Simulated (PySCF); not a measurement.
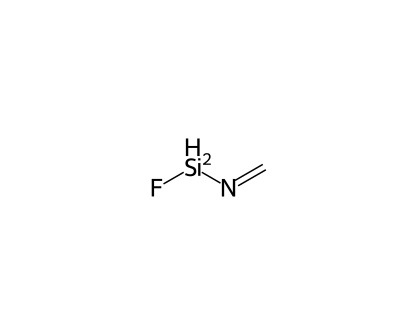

The computed structure is the end point of a GFN2-xTB optimisation. No frequency run is at hand to confirm it as a minimum. Level of theory: PBE0/def2-SVPD, gas phase (PySCF 2.14.0). Excitations: vertical, linear response.

> What is the LUMO energy (Kohn–Sham orbital)?

−1.34 eV.

> Estimate the brightest of the 6 lowest singlets.

7.48 eV.

> What is the HOMO energy (Kohn–Sham orbital)?

−7.35 eV.

> Give the dipole moment at this level.

2.97 D.

The geometry is semi-empirical. Around Si such bond lengths and angles can be off by a tenth of an ångström or more and by several degrees, and values that hang on the shape move with them.
